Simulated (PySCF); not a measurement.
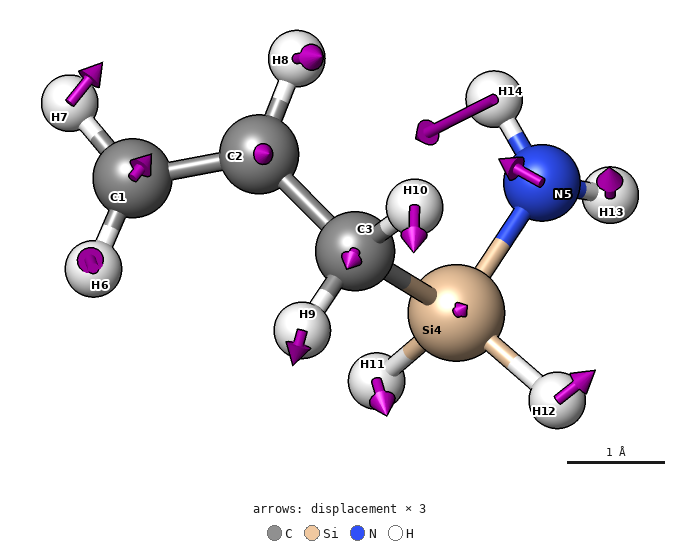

A relaxation of C3H9NSi. The starting structure is drawn; purple arrows show the displacements, magnified 3 times. The two geometries are superimposed by the best rigid fit.

A ball-and-stick model, seen at a tilt.

The start comes from GFN2-xTB. Its atoms were then displaced at random by about 0.01 Å.

Method: PBE0-D3(BJ)/def2-SVP geometry optimisation, gas phase (PySCF). 

### Which element moves most?

Hydrogen: up to 0.49 Å, against 0.19 Å for nitrogen.

### Describe the change and its energy.

After 10 geometry steps the energy has fallen by 16.6 kJ/mol. The largest move after the best rigid fit is that of H14, 0.49 Å. Largest moves by element: H 0.49 Å, N 0.19 Å, C 0.12 Å, Si 0.06 Å. Among the contacts that change: C1–H6 1.044 → 1.095 Å, C3–Si4 1.862 → 1.891 Å, C3–H10 1.074 → 1.103 Å, Si4–H12 1.471 → 1.496 Å. Among the angles between lasting bonds that change: C3–Si4–H11 110.9° → 107.0°, C2–C3–H9 107.8° → 111.4°, N5–Si4–H12 103.7° → 106.5°.
